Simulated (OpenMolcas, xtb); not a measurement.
## CH5BClNO (SMILES NB(Cl)CO): the dipole moment, rung by rung

CH5BClNO has 10 atoms, charge 0, and is taken as a singlet. As SMILES, `NB(Cl)CO`. The shape is that of a PBE0-D4/def2-TZVP optimisation. This is a higher conformer, about 10 kJ/mol above the lowest found by a separate search.

```xyz
10

N    -1.4813    0.7701    0.2638
B    -0.1312    0.4583    0.2726
Cl    0.9784    1.5314    1.1662
C     0.4848   -0.7648   -0.5092
O     1.7245   -1.2439   -0.0302
H    -1.8604    1.5854    0.7139
H    -2.1641    0.1966   -0.2012
H    -0.2174   -1.6066   -0.4952
H     0.5700   -0.4690   -1.5702
H     2.1798   -0.5087    0.3922
```

Each level gives the dipole moment (D). The values are calculated.

| level | kind | program | value (D) | CPU time |
| --- | --- | --- | --- | --- |
| GFN1-xTB | semi-empirical | xtb | 4.35 | under 2 s |
| HF/6-31G* (spherical functions) | Hartree–Fock | OpenMolcas | 3.68 | 11 s |
| SVWN5/6-31G* (spherical functions) | LDA | OpenMolcas | 3.62 | 35 s |
| revPBE/6-31G* (spherical functions) | GGA | OpenMolcas | 3.51 | 45 s |
| TPSS/6-31G* (spherical functions) | meta-GGA | OpenMolcas | 3.59 | 61 s |
| B3LYP/6-31G* (spherical functions) | global hybrid | OpenMolcas | 3.58 | 45 s |

The values span 3.51 to 4.35 D. Magnitudes only. CPU times are rough (shared hosts, several kinds of processor and program).

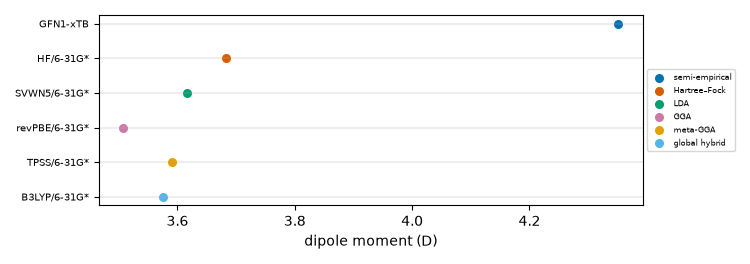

The values of the table, level by level.
